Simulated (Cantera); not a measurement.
Input: 1 mol TEOS, 1.3 mol NO, held at 49.0 Pa.

These are equilibrium values from Cantera (NASA tables, ideal gas, pure condensed phases), not measurements of a reactor. Candidate condensed phases: C, C6H6, C7H8, C8H18, H2O, Si, SiC, SiO2, Si2N2O, Si3N4; 151 gas species. The feed counts by its element totals alone. Mutual solubility and eutectic melting of coexisting phases are not modelled. The tables hold silica as quartz up to 1696 K and as liquid above; real silica turns to tridymite and cristobalite and melts near 1996 K. Kinetics and transport are ignored.

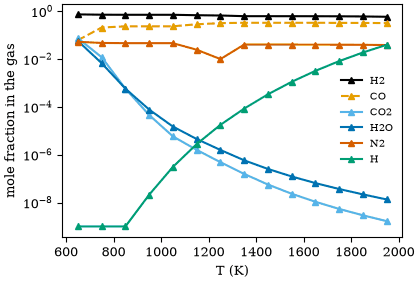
*Equilibrium gas composition (values under 1e-9 drawn at 1e-9)*

Problem. Read off the mole fractions at 1950 K.

Solution. H2 about 0.59, CO about 0.32, H about 0.040, N2 about 0.039, H2O about 1.3e-8.
